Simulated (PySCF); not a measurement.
# MoO₂H₂: relaxation and vibrations of the singlet

Aim: relax MoO₂H₂ as a singlet from a square planar (ligand arrangement 2) start, check by its vibrations whether the end is a minimum, and collect its spectrum and constants.

Method: PBE0, basis Mo def2-TZVP with ECP28, O def2-TZVP, H def2-TZVP, scalar-relativistic core potentials, no spin–orbit coupling, density fitting; program: PySCF 2.14.0.

## Step 1: The system as given

5 atoms, charge 0, spin multiplicity 1.

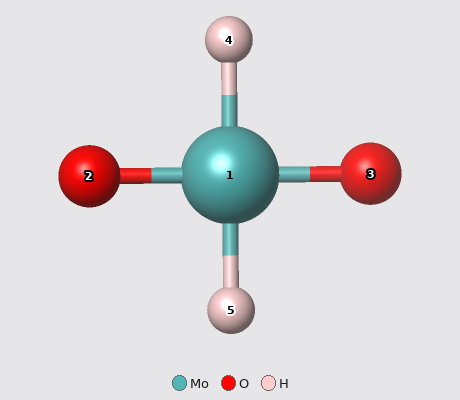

The starting geometry (molybdenum teal, oxygen red, hydrogen pink); atoms are numbered from 1 in the order of the file.

```xyz
5
charge 0 multiplicity 1
Mo    0.0000    0.0000    0.0000
O     0.0000    1.7800    0.0000
O     0.0000   -1.7800    0.0000
H     1.7000    0.0000    0.0000
H    -1.7000    0.0000    0.0000
```

## Step 2: First SCF at the start

One driver script runs all steps and calls PySCF; scf.py shows how it sets up the SCF of each step. The optimiser is the driver's own. After this first run the driver tries any further starts and a stability analysis.

scf.py

```python
from pyscf import gto, scf, dft
mol = gto.M(atom='''
Mo     0.000000     0.000000     0.000000
O      0.000000     1.780000     0.000000
O     -0.000000    -1.780000     0.000000
H      1.700000     0.000000     0.000000
H     -1.700000     0.000000     0.000000''',
    basis={'Mo': 'def2-TZVP', 'O': 'def2-TZVP', 'H': 'def2-TZVP'},
    ecp={'Mo': 'def2-TZVP'},
    charge=0, spin=0)
mf = dft.RKS(mol, xc='PBE0')
mf.grids.atom_grid = (50, 194)
aux = {'Mo': 'def2-universal-JKFIT', 'O': 'def2-universal-JKFIT', 'H': 'def2-universal-JKFIT'}
mf = mf.density_fit(auxbasis=aux)
mf.conv_tol = 1e-08
mf.diis_space = 10
mf.max_cycle = 60
mf.init_guess = 'minao'
mf.verbose = 4
mf.kernel()
```

Launch:

```sh
> OMP_NUM_THREADS=4 python axn.py task.json out
```

Log, cut to the lines that bear on the results:

```text
[... the frontier levels of the middle cycles are left out ...]
init E= -212.963157340268
  HOMO = -0.452925434593583  LUMO = -0.450300972173739  gap/eV = 0.07142
cycle= 1 E= -218.987450979149  delta_E= -6.02  |g|= 1.61  |ddm|= 3.99
  HOMO = -0.198310425340864  LUMO = -0.103474463216139  gap/eV = 2.58062
cycle= 2 E= -208.565283938585  delta_E= 10.4  |g|= 6.34  |ddm|= 3.97
  HOMO = -0.21652285563038  LUMO = -0.21220059615036  gap/eV = 0.11761
cycle= 3 E= -219.494381488575  delta_E= -10.9  |g|= 0.338  |ddm|= 3.75
cycle= 4 E= -219.139497515226  delta_E= 0.355  |g|=  1.3  |ddm|= 1.57
cycle= 5 E= -219.266402051731  delta_E= -0.127  |g|= 1.16  |ddm|= 0.394
cycle= 6 E= -219.317753054002  delta_E= -0.0514  |g|= 1.03  |ddm|= 0.063
cycle= 7 E= -219.484108267991  delta_E= -0.166  |g|= 0.518  |ddm|= 0.278
cycle= 8 E= -219.535976380986  delta_E= -0.0519  |g|= 0.139  |ddm|= 0.187
cycle= 9 E= -219.540594048917  delta_E= -0.00462  |g|= 0.0426  |ddm|= 0.0832
cycle= 10 E= -219.540975890645  delta_E= -0.000382  |g|= 0.00398  |ddm|= 0.0211
cycle= 11 E= -219.540980157046  delta_E= -4.27e-06  |g|= 0.00039  |ddm|= 0.00243
cycle= 12 E= -219.540980205254  delta_E= -4.82e-08  |g|= 3.55e-05  |ddm|= 0.000359
cycle= 13 E= -219.540980205705  delta_E= -4.51e-10  |g|= 5.32e-06  |ddm|= 3.1e-05
  HOMO = -0.257143015075798  LUMO = -0.230953051193701  gap/eV = 0.71267
Extra cycle  E= -219.540980205703  delta_E= 1.31e-12  |g|= 7.49e-06  |ddm|= 1.09e-05
converged SCF energy = -219.540980205703
```

This step, with its further starts and checks, needed 9.9 s of wall time on 4 threads of Arm Neoverse V2, shared host.

Energies from each starting density:

| start | energy (Eh) |
| --- | --- |
| the minimal-basis guess | -219.540980 |
| a thermally smeared density | -219.540980 |
| a smeared PBE density | -219.540980 |

The first run landed in a state that is too high. Following the other starts and the instabilities gains 37.9 kJ/mol (-219.55541 Eh), and the work goes on from there.

## Step 3: Relaxing the singlet from the square planar (ligand arrangement 2) start

The program finds D2h symmetry in the start, which this walk keeps.

Changes to scf.py since step 2:

```diff
@@ -5 +5 @@
-O     -0.000000    -1.780000     0.000000
+O      0.000000    -1.780000     0.000000
@@ -18 +17,0 @@
-mf.init_guess = 'minao'
```

The optimiser's trace:

| step | energy (Eh) | change (kJ/mol) | largest symmetric gradient (Eh/bohr) |
| --- | --- | --- | --- |
| 0 | -219.555413 | 0.00 | 0.02203 |
| 1 | -219.558854 | -9.03 | 0.01157 |
| 2 | -219.559956 | -11.93 | 0.00307 |
| 3 | -219.560041 | -12.15 | 0.00026 |
| 4 | -219.560042 | -12.15 | 0.00001 |

The walk took 7 s.

Geometry (Å) and forces (eV/Å) at some steps, with the part that breaks the symmetry left in:

```
step 0
Mo   0.000   0.000   0.000   0.000   0.000   3.534
O    0.000   1.780   0.000   0.000  -1.131   1.434
O    0.000  -1.780   0.000   0.000   1.131   1.434
H    1.700   0.000   0.000   1.133   0.000  -3.201
H   -1.700   0.000   0.000  -1.133   0.000  -3.201
step 1
Mo   0.000   0.000   0.000   0.000   0.000   2.995
O    0.000   1.747   0.000   0.000   0.485   1.547
O    0.000  -1.747   0.000   0.000  -0.485   1.547
H    1.741   0.000   0.000   0.595   0.000  -3.044
H   -1.741   0.000   0.000  -0.595   0.000  -3.044
step 2
Mo   0.000   0.000   0.000   0.000   0.000   2.663
O    0.000   1.753   0.000   0.000   0.093   1.521
O    0.000  -1.753   0.000   0.000  -0.093   1.521
H    1.776   0.000   0.000   0.158   0.000  -2.852
H   -1.776   0.000   0.000  -0.158   0.000  -2.852
step 3
Mo   0.000   0.000   0.000   0.000   0.001   2.546
O    0.000   1.755   0.000   0.000   0.004   1.514
O    0.000  -1.755   0.000   0.000  -0.006   1.513
H    1.789   0.000   0.000   0.013   0.000  -2.787
H   -1.789   0.000   0.000  -0.013   0.000  -2.787
step 4
Mo   0.000   0.000   0.000   0.000   0.000   2.535
O    0.000   1.755   0.000   0.000   0.000   1.513
O    0.000  -1.755   0.000   0.000   0.000   1.513
H    1.790   0.000   0.000   0.000   0.000  -2.781
H   -1.790   0.000   0.000   0.000   0.000  -2.781
```

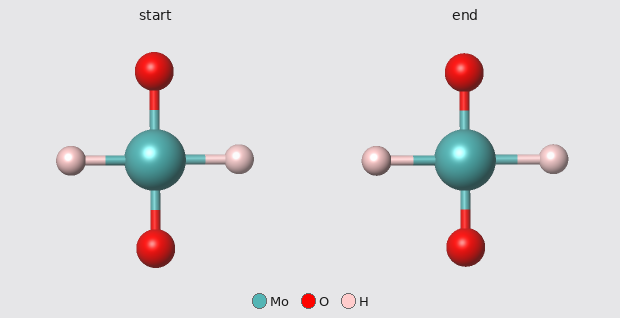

Start and end of the relaxation.

It settles in D2h symmetry, 12.2 kJ/mol below the start, after 4 steps: Mo–H 1.790 Å (×2), Mo–O 1.755 Å (×2); H–Mo–H 180.0°, H–Mo–O 90.0° (×4), O–Mo–O 180.0°. A gradient of 0.0541 Eh/bohr that breaks the symmetry is left: this electronic state wants a lower symmetry.

## Step 4: Releasing the symmetry

The geometry is nudged along the force that breaks the symmetry.

The program finds C2v symmetry in the start, which may break. The walk stops when the largest gradient is under 0.0003 Eh/bohr and the energy has settled too.

Changes to scf.py since step 3:

```diff
@@ -3,5 +3,5 @@
-Mo     0.000000     0.000000     0.000000
-O      0.000000     1.780000     0.000000
-O      0.000000    -1.780000     0.000000
-H      1.700000     0.000000     0.000000
-H     -1.700000     0.000000     0.000000''',
+Mo     0.000000    -0.000000     0.001528
+O      0.000000     1.755025     0.001528
+O      0.000000    -1.755025     0.001528
+H      1.790384     0.000000    -0.098472
+H     -1.790384     0.000000    -0.098472''',
```

Energy and gradient, step by step:

| step | energy (Eh) | change (kJ/mol) | largest gradient (Eh/bohr) |
| --- | --- | --- | --- |
| 0 | -219.579571 | 0.00 | 0.04886 |
| 1 | -219.630185 | -132.89 | 0.03265 |
| 2 | -219.666920 | -229.34 | 0.05435 |
| 3 | -219.715526 | -356.95 | 0.06687 |
| 4 | -219.751637 | -451.76 | 0.07806 |
| 5 | -219.775025 | -513.17 | 0.02704 |
| 6 | -219.786055 | -542.12 | 0.02380 |
| 7 | -219.787611 | -546.21 | 0.01924 |
| 8 | -219.788242 | -547.87 | 0.00961 |
| 9 | -219.788804 | -549.34 | 0.00178 |
| 10 | -219.788808 | -549.35 | 0.00302 |
| 11 | -219.788814 | -549.37 | 0.00069 |
| 12 | -219.788815 | -549.37 | 0.00004 |

The walk took 19 s.

Geometry (Å) and forces (eV/Å) at some steps:

```
step 0
Mo   0.000   0.000   0.002   0.000   0.000   2.206
O    0.000   1.755   0.002   0.000  -0.125   1.409
O    0.000  -1.755   0.002   0.000   0.125   1.409
H    1.790   0.000  -0.098  -0.495   0.000  -2.512
H   -1.790   0.000  -0.098   0.495   0.000  -2.512
step 1
Mo  -0.001   0.000   0.117   0.022  -0.001  -0.306
O    0.000   1.752   0.153   0.000  -0.299   1.257
O    0.000  -1.752   0.153   0.000   0.300   1.257
H    1.762   0.000  -0.308  -1.679   0.000  -1.101
H   -1.761   0.000  -0.308   1.657   0.000  -1.108
step 6
Mo   0.000   0.000  -0.034   0.008   0.004   1.224
O   -0.001   1.381   0.933   0.001  -1.049  -0.724
O   -0.001  -1.380   0.933   0.001   1.044  -0.721
H    1.391   0.000  -1.013   0.314   0.000   0.114
H   -1.390   0.000  -1.012  -0.324   0.000   0.107
step 12
Mo   0.000   0.000  -0.081  -0.001  -0.002   0.002
O    0.000   1.352   0.887   0.000   0.001   0.000
O    0.000  -1.352   0.887   0.000   0.000  -0.002
H    1.484   0.000  -0.942   0.001   0.000   0.000
H   -1.484   0.000  -0.943  -0.001   0.000   0.000
```

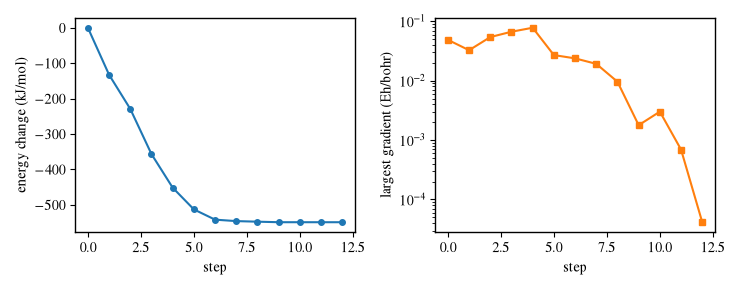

Energy and largest gradient along the walk.

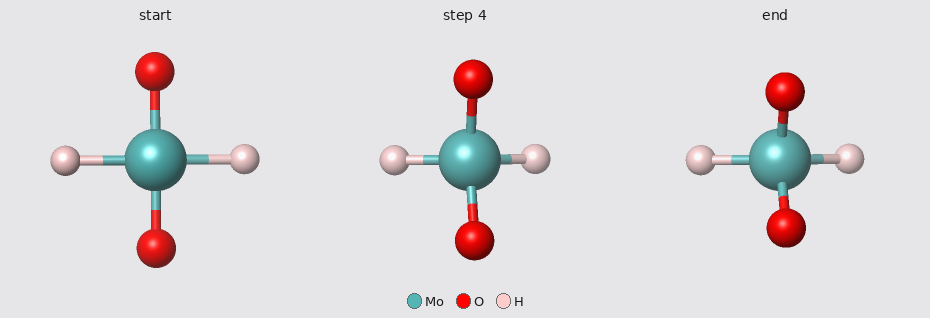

Start and end of the relaxation, with a step between.

End point (C2v, 12 steps, 549.4 kJ/mol gained): Mo–H 1.716 Å (×2), Mo–O 1.663 Å (×2); H–Mo–H 119.8°, H–Mo–O 107.0° (×4), O–Mo–O 108.8°.

## Step 5: Is it a minimum? Harmonic modes

On the finer grid the gradient is checked again; gradients at displacements of ±0.02 bohr then give force constants and infrared intensities.

Changes to scf.py since step 4:

```diff
@@ -3,5 +3,5 @@
-Mo     0.000000    -0.000000     0.001528
-O      0.000000     1.755025     0.001528
-O      0.000000    -1.755025     0.001528
-H      1.790384     0.000000    -0.098472
-H     -1.790384     0.000000    -0.098472''',
+Mo     0.000041    -0.000003    -0.221653
+O     -0.000140     1.352426     0.746578
+O     -0.000140    -1.352408     0.746610
+H      1.484276    -0.000013    -1.082425
+H     -1.483870    -0.000013    -1.082981''',
@@ -12 +12 @@
-mf.grids.atom_grid = (50, 194)
+mf.grids.atom_grid = (75, 302)
@@ -15 +15 @@
-mf.conv_tol = 1e-08
+mf.conv_tol = 1e-10
```

This SCF starts from the last density.

Log of the central SCF (cycles and frontier levels):

```text
init E= -219.78889053894
  HOMO = -0.351284187612254  LUMO = -0.136209028208086  gap/eV = 5.85249
cycle= 1 E= -219.788890536942  delta_E= 2e-09  |g|= 0.000108  |ddm|= 6e-05
  HOMO = -0.351282895755462  LUMO = -0.136201580250283  gap/eV = 5.85266
cycle= 2 E= -219.78889051302  delta_E= 2.39e-08  |g|= 0.000373  |ddm|= 0.000207
  HOMO = -0.351284039672969  LUMO = -0.136207890454546  gap/eV = 5.85252
cycle= 3 E= -219.788890539114  delta_E= -2.61e-08  |g|= 7.56e-06  |ddm|= 0.00016
  HOMO = -0.351283947681863  LUMO = -0.136207559380484  gap/eV = 5.85253
cycle= 4 E= -219.788890539123  delta_E= -9.09e-12  |g|= 1.8e-06  |ddm|= 3.93e-06
  HOMO = -0.351283913729664  LUMO = -0.13620753323363  gap/eV = 5.85253
Extra cycle  E= -219.788890539119  delta_E= 4.55e-12  |g|= 5.42e-06  |ddm|= 3.15e-06
converged SCF energy = -219.788890539119
```

The whole step took 30 s.

Geometry: C2v; Mo–H 1.716 Å (×2), Mo–O 1.663 Å (×2); H–Mo–H 119.8°, H–Mo–O 107.0° (×4), O–Mo–O 108.8°.

Modes, for the most abundant isotopes:

```tsv
symmetry	ω (cm⁻¹)	IR (km/mol)	μ (u)	type
a1	368	2.0	17.40	bend
b2	484	3.1	1.29	bend
b1	636	8.2	1.07	bend
a2	658	0.0	1.08	bend
a1	748	79.5	1.02	bend
b1	1060	231	14.15	mixed
a1	1093	87.9	17.34	stretch
b2	1937	167	1.03	stretch
a1	1945	104	1.01	stretch
```

Every mode is real; the point is a minimum.

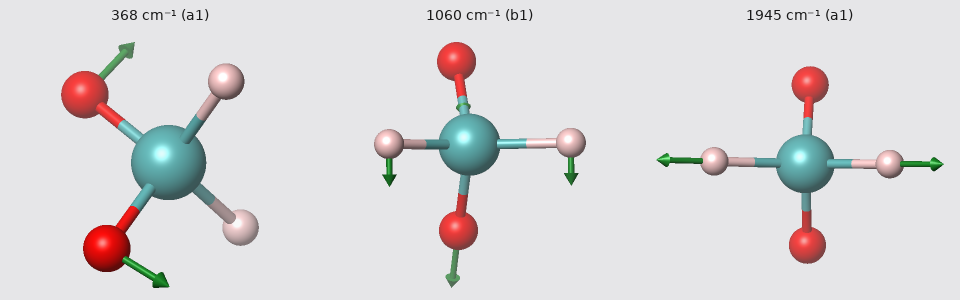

Displacements of 3 of the modes, as arrows (one member where a mode is degenerate).

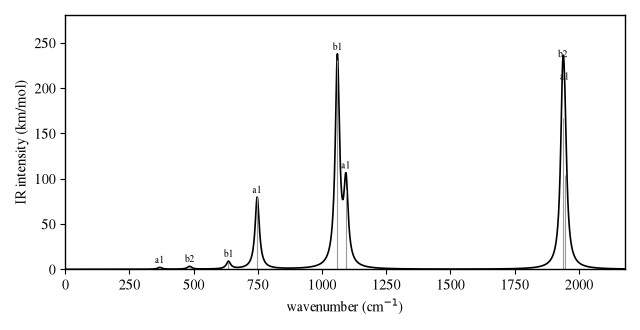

The harmonic infrared spectrum (widths in cm⁻¹). Lines are broadened to a width of 20 cm⁻¹ (Lorentzian).

Properties at this point:

| Property | Result |
| --- | --- |
| Dipole moment | 2.40 D |
| Highest occupied level | -9.56 eV |
| Lowest empty level | -3.71 eV |
| Rotational constants | 0.5725, 0.2678, 0.2019 cm⁻¹ |
| Zero-point energy | 53.4 kJ/mol |
| Principal polarisabilities | 42.0, 42.3, 45.4 bohr³ |
| Atomisation energy without zero-point energy | 1694 kJ/mol |
| Principal traceless quadrupole moments about the centre of mass | -3.39, 0.99, 2.40 D Å |
| Entropy at 298.15 K and 1 bar | 274.5 J/(mol K) |
| Heat capacity Cp at 298.15 K | 58.6 J/(mol K) |
| Enthalpy at 298.15 K above 0 K | 12.54 kJ/mol |
| Rotational symmetry number | 2 |

Charges (e) and bond orders:

```
atom  Mulliken  Löwdin  polar tensor  Mayer order to Mo1
 Mo1      1.13    0.57          1.67                   –
O2,3     -0.51   -0.24         -0.62                2.02
H4,5     -0.06   -0.05         -0.22                0.93
```

Mulliken populations on Mo1 (outside its core potential): s 2.45, p 6.48, d 3.87, f 0.07.

## Step 6: Stability of the closed shell

At the lowest minimum the closed shell is tested against spin polarisation, on the (50, 194) grid. It is stable.

## Step 7: What came out

```
                                 quantity                                                                                         value
                                  minimum                                                                                  singlet, C2v
                                 geometry        Mo–H 1.716 Å (×2), Mo–O 1.663 Å (×2); H–Mo–H 119.8°, H–Mo–O 107.0° (×4), O–Mo–O 108.8°
                       wavenumbers (cm⁻¹)  368 (a1), 484 (b2), 636 (b1), 658 (a2), 748 (a1), 1060 (b1), 1093 (a1), 1937 (b2), 1945 (a1)
                            dipole moment                                                                                        2.40 D
     highest occupied, lowest empty level                                                                               -9.56, -3.71 eV
               polar-tensor charge of Mo1                                                                                       +1.67 e
                        zero-point energy                                                                                   53.4 kJ/mol
                      entropy at 298.15 K                                                                               274.5 J/(mol K)
atomisation energy (no zero-point energy)                                                                                   1694 kJ/mol
```

In words: The square planar (ligand arrangement 2) start (D2h) ends in a minimum of C2v symmetry. In the infrared the band at 1060 cm⁻¹ (b1, mixed) leads. The first SCF alone would have been 38 kJ/mol too high. Only this shape and spin were tried, so other structures or states may lie lower.

The search up to here needed 68 s of wall time on 4 threads of Arm Neoverse V2, shared host.
